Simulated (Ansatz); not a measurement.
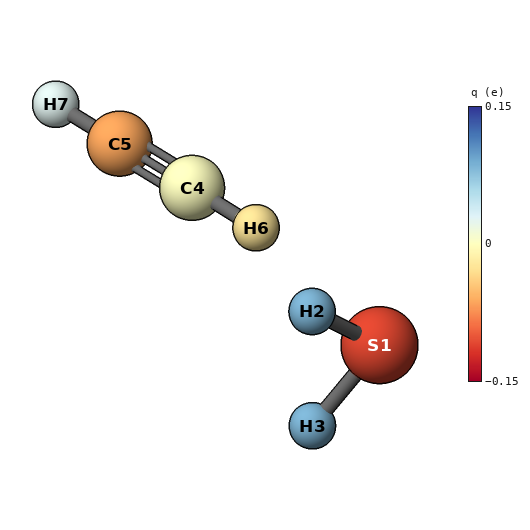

Atoms are coloured by their Mulliken charges. The computed structure is the end point of a PBE-D4/def2-SVP optimisation. No frequency run is at hand to confirm it as a minimum. Method: RKS PBE-D4/def2-SVP (Ansatz 0.2.0).

List the Mulliken charges.

```tsv
atom	value (e)
S1	−0.11
H2	0.08
H3	0.08
C4	0.00
C5	−0.06
H6	−0.02
H7	0.03
```

Mulliken values depend strongly on the basis set and can even reverse the polarity of a bond.
